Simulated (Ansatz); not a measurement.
**CH₂ClGa: geometry relaxation**

CH₂ClGa, computed with RKS PBE0-D4/def2-TZVP (Ansatz 0.2.0).

Figures and captions count atoms from 1; the log counts them from 0 in places.

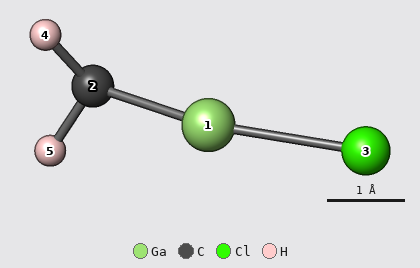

**Figure 1.** The starting structure (ball-and-stick view, seen at a tilt; atoms are numbered from 1 in the order of the input). Sticks mark near contacts. Bond lengths as drawn: Cl–Ga 2.11 Å, C–Ga 1.82 Å and C–H 1.09 Å.

### Input
```yaml
crystal:
  periodic: [false, false, false]
  atoms:
    - {symbol: Ga, position_ang: [-0.903473, 0.242650, -1.298454]}
    - {symbol: C, position_ang: [-1.234627, -1.497550, -0.891711]}
    - {symbol: Cl, position_ang: [-1.155336, 2.339923, -1.306351]}
    - {symbol: H, position_ang: [-0.351858, -2.014736, -0.514626]}
    - {symbol: H, position_ang: [-1.728544, -2.033650, -1.703232]}
basis:
  gaussian: {orbitals: def2-TZVP}
hamiltonian: {xc: pbe0, dispersion: d4}
relax: {f_tol: 0.005, max_steps: 200}
```

Launch command:
```bash
ansatz run in.yaml --threads 4 --pin off --events-out ev --progress --plain --max-ram 9574MiB
```

### Output
```
Functional definition: PBE0
  name "PBE0"
  cite "Adamo & Barone, J. Chem. Phys. 110, 6158 (1999) doi:10.1063/1.478522"
  cite "Perdew, Burke & Ernzerhof, Phys. Rev. Lett. 77, 3865 (1996) doi:10.1103/PhysRevLett.77.3865"
  parent pbe
  parameter a = 0.25
  parameter kappa = 0.804
  parameter beta = 0.06672455060314922
  exchange = (1 - a)*pbe_x(kappa = kappa, mu = beta*pi^2/3) + a*exact_x
  correlation = pbe_c(beta = beta)
949 factors; their error is unknown
mean field evaluation 1: about -65946.6332 eV, gradient 6.8e1 eV
mean field evaluation 2: about -65905.0169 eV, gradient 1.2e2 eV
mean field evaluation 4: about -65957.5517 eV, gradient 1.1e1 eV
mean field evaluation 8: about -65957.8205 eV, gradient 1.6e-1 eV
mean field evaluation 16: about -65958.0418 eV, gradient 3.9e-4 eV
mean field -65958.04182427 eV, -2423.9133290756 hartree, gradient 3.0e-5 eV, S^2 0.000000; 0 other end points of the search recorded, 0 dependent functions left out
the calculation of the forces begins
reference -65958.04184984 eV, -2423.9133300150 hartree; 28, 28 occupied and 100, 100 virtual orbitals, 949 factors
relax step   1: F+E_penalty+E_count = -65958.11874923 eV  Δ(F+E_penalty+E_count) = +0.000e0 eV  max|allowed force component| = 1.377e-1 eV/Å  Δτ_max = 0.0000 Å  (29 SCF iters, accepted)
these checks for a lower state are left out or cut short: starts, cluster_reference, orbital_swaps, neighbouring_geometries, increment
949 factors; their error is unknown
mean field -65958.04712758 eV, -2423.9135239683 hartree, gradient 1.6e-5 eV, S^2 0.000000; 0 other end points of the search recorded, 0 dependent functions left out
the calculation of the forces begins
reference -65958.04715316 eV, -2423.9135249084 hartree; 28, 28 occupied and 100, 100 virtual orbitals, 949 factors
relax step   2: F+E_penalty+E_count = -65958.12411378 eV  Δ(F+E_penalty+E_count) = -5.365e-3 eV  max|allowed force component| = 3.206e-2 eV/Å  Δτ_max = 0.0368 Å  (32 SCF iters, accepted)
these checks for a lower state are left out or cut short: starts, cluster_reference, orbital_swaps, neighbouring_geometries, increment
949 factors; their error is unknown
mean field evaluation 32: about -65958.0477 eV, gradient 1.6e-5 eV
mean field -65958.04770503 eV, -2423.9135451895 hartree, gradient 1.6e-5 eV, S^2 0.000000; 0 other end points of the search recorded, 0 dependent functions left out
the calculation of the forces begins
reference -65958.04773061 eV, -2423.9135461294 hartree; 28, 28 occupied and 100, 100 virtual orbitals, 949 factors
relax step   3: F+E_penalty+E_count = -65958.12470428 eV  Δ(F+E_penalty+E_count) = -5.905e-4 eV  max|allowed force component| = 2.898e-2 eV/Å  Δτ_max = 0.0151 Å  (33 SCF iters, accepted)
these checks for a lower state are left out or cut short: starts, cluster_reference, orbital_swaps, neighbouring_geometries, increment
949 factors; their error is unknown
mean field -65958.04790027 eV, -2423.9135523644 hartree, gradient 1.7e-5 eV, S^2 0.000000; 0 other end points of the search recorded, 0 dependent functions left out
the calculation of the forces begins
reference -65958.04792584 eV, -2423.9135533039 hartree; 28, 28 occupied and 100, 100 virtual orbitals, 949 factors
relax step   4: F+E_penalty+E_count = -65958.12490002 eV  Δ(F+E_penalty+E_count) = -1.957e-4 eV  max|allowed force component| = 2.856e-2 eV/Å  Δτ_max = 0.0067 Å  (34 SCF iters, accepted)
these checks for a lower state are left out or cut short: starts, cluster_reference, orbital_swaps, neighbouring_geometries, increment
949 factors; their error is unknown
mean field -65958.04804667 eV, -2423.9135577445 hartree, gradient 1.7e-5 eV, S^2 0.000000; 0 other end points of the search recorded, 0 dependent functions left out
the calculation of the forces begins
reference -65958.04807222 eV, -2423.9135586834 hartree; 28, 28 occupied and 100, 100 virtual orbitals, 949 factors
relax step   5: F+E_penalty+E_count = -65958.12504473 eV  Δ(F+E_penalty+E_count) = -1.447e-4 eV  max|allowed force component| = 1.451e-2 eV/Å  Δτ_max = 0.0089 Å  (33 SCF iters, accepted)
these checks for a lower state are left out or cut short: starts, cluster_reference, orbital_swaps, neighbouring_geometries, increment
949 factors; their error is unknown
mean field -65958.04805997 eV, -2423.9135582330 hartree, gradient 1.7e-5 eV, S^2 0.000000; 0 other end points of the search recorded, 0 dependent functions left out
the calculation of the forces begins
reference -65958.04808551 eV, -2423.9135591719 hartree; 28, 28 occupied and 100, 100 virtual orbitals, 949 factors
relax step   6: F+E_penalty+E_count = -65958.12505681 eV  Δ(F+E_penalty+E_count) = -1.208e-5 eV  max|allowed force component| = 3.306e-3 eV/Å  Δτ_max = 0.0014 Å  (35 SCF iters, accepted)
949 factors; their error is unknown
mean field evaluation 64: about -65957.8265 eV, gradient 1.6e-1 eV
```

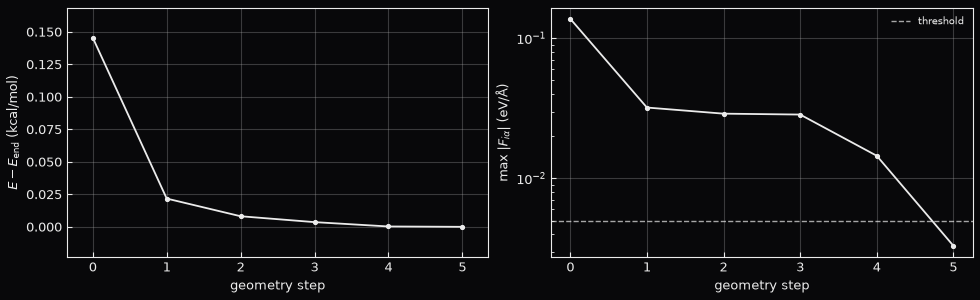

**Figure 2.** Progress of the relaxation, step by step (the first geometry is step 0 here and step 1 in the log).

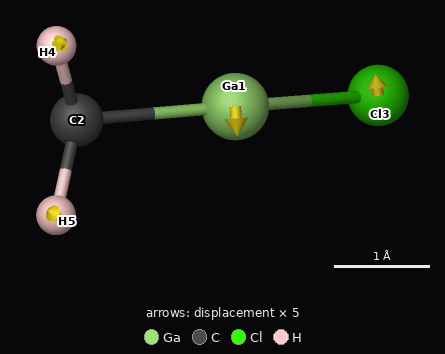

**Figure 3.** The starting structure with the displacements as yellow arrows, magnified 5 times (ball-and-stick view, seen at a tilt). The two geometries are laid on each other by the best rigid fit. Ga1 moves most after the best rigid fit: 0.063 Å. Largest moves by element: Ga 0.063 Å, Cl 0.045 Å, H 0.033 Å, C 0.011 Å. Over 5 geometry steps the energy falls by 0.15 kcal/mol. The largest force component goes from 0.14 to 0.0033 eV/Å. (Atoms are counted from 1 in the order of the input.)

```
mean field -65958.04805997 eV, -2423.9135582330 hartree, gradient 2.4e-5 eV, S^2 0.000000; 1 other end points of the search recorded, 0 dependent functions left out
the calculation of the forces begins
reference -65958.04808551 eV, -2423.9135591719 hartree; 28, 28 occupied and 100, 100 virtual orbitals, 949 factors
Total energy: -65958.12508236 eV, -2423.9163887538 hartree
Atom 0 at    -0.942358     0.237857    -1.348078 Å, force     0.000560    -0.000147     0.001116 eV/Å
Atom 1 at    -1.245230    -1.495669    -0.889830 Å, force    -0.001446    -0.002144    -0.003306 eV/Å
Atom 2 at    -1.125478     2.338260    -1.273152 Å, force    -0.000139     0.000230    -0.000374 eV/Å
Atom 3 at    -0.347922    -1.983483    -0.504694 Å, force     0.000429     0.000638     0.000282 eV/Å
Atom 4 at    -1.712851    -2.060329    -1.698620 Å, force     0.000597     0.001423     0.002282 eV/Å
Dipole moment:     0.149728     0.071018    -0.176074 e Å
```

### Trajectory as extended XYZ (Å, eV, eV/Å), 6 frames, from step=1 to step=6
```
5
Properties=species:S:1:pos:R:3:forces:R:3 step=1 energy=-65958.11875
Ga   -0.9035    0.2427   -1.2985   -0.1197   0.0089  -0.1377
C    -1.2346   -1.4975   -0.8917    0.0584   0.0359   0.1169
Cl   -1.1553    2.3399   -1.3064    0.0454  -0.0522   0.0525
H    -0.3519   -2.0147   -0.5146   -0.0141  -0.0277   0.0188
H    -1.7285   -2.0337   -1.7032    0.0301   0.0351  -0.0505
5
Properties=species:S:1:pos:R:3:forces:R:3 step=2 energy=-65958.12411
Ga   -0.9254    0.2387   -1.3277   -0.0209   0.0220  -0.0321
C    -1.2369   -1.4963   -0.8865   -0.0074   0.0124   0.0261
Cl   -1.1420    2.3375   -1.2901    0.0149  -0.0131   0.0160
H    -0.3502   -2.0058   -0.5081    0.0086  -0.0015   0.0045
H    -1.7192   -2.0375   -1.7020    0.0048  -0.0198  -0.0146
5
Properties=species:S:1:pos:R:3:forces:R:3 step=3 energy=-65958.12470
Ga   -0.9350    0.2379   -1.3393    0.0089   0.0163   0.0009
C    -1.2391   -1.4957   -0.8861   -0.0290  -0.0002  -0.0107
Cl   -1.1349    2.3374   -1.2824    0.0037  -0.0024   0.0040
H    -0.3493   -1.9989   -0.5056    0.0141   0.0073   0.0001
H    -1.7156   -2.0440   -1.7010    0.0023  -0.0210   0.0058
5
Properties=species:S:1:pos:R:3:forces:R:3 step=4 energy=-65958.12490
Ga   -0.9391    0.2379   -1.3442    0.0124   0.0075   0.0075
C    -1.2412   -1.4955   -0.8872   -0.0286  -0.0057  -0.0202
Cl   -1.1306    2.3377   -1.2781    0.0002   0.0006   0.0004
H    -0.3487   -1.9930   -0.5048    0.0121   0.0078  -0.0006
H    -1.7141   -2.0505   -1.7001    0.0039  -0.0102   0.0129
5
Properties=species:S:1:pos:R:3:forces:R:3 step=5 energy=-65958.12504
Ga   -0.9424    0.2379   -1.3484    0.0052  -0.0009   0.0050
C    -1.2445   -1.4955   -0.8893   -0.0119  -0.0078  -0.0145
Cl   -1.1259    2.3382   -1.2734   -0.0010   0.0012  -0.0012
H    -0.3481   -1.9849   -0.5045    0.0037   0.0036  -0.0002
H    -1.7129   -2.0592   -1.6988    0.0040   0.0039   0.0108
5
Properties=species:S:1:pos:R:3:forces:R:3 step=6 energy=-65958.12506
Ga   -0.9424    0.2379   -1.3481    0.0006  -0.0001   0.0011
C    -1.2452   -1.4957   -0.8898   -0.0014  -0.0021  -0.0033
Cl   -1.1255    2.3383   -1.2732   -0.0001   0.0002  -0.0004
H    -0.3479   -1.9835   -0.5047    0.0004   0.0006   0.0003
H    -1.7129   -2.0603   -1.6986    0.0006   0.0014   0.0023
```

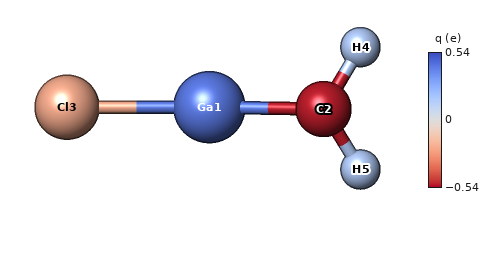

**Figure 4.** Mulliken charges, as the colour of each atom (ball-and-stick view, seen on its broad side; atoms are numbered from 1 in the order of the input). By element: Ga +0.42, C −0.51, Cl −0.21 and H +0.15 e.

### Summary

| quantity | value |
| --- | --- |
| outcome | converged |
| total energy | −65958.1251 eV |
| mean-field energy | −65958.0481 eV |
| dispersion energy | −0.0770 eV |
| SCF solution under orbital rotations | stable |
| largest force (length of the vector) at the end | 0.004 eV/Å |
| dipole moment | 1.16 D |
| hardware | 4 threads of Arm Neoverse V2, 23 GiB of memory available, shared host |
| wall time | 8.5 s (CPU time 30 s) |
| peak memory | 0.5 GiB |
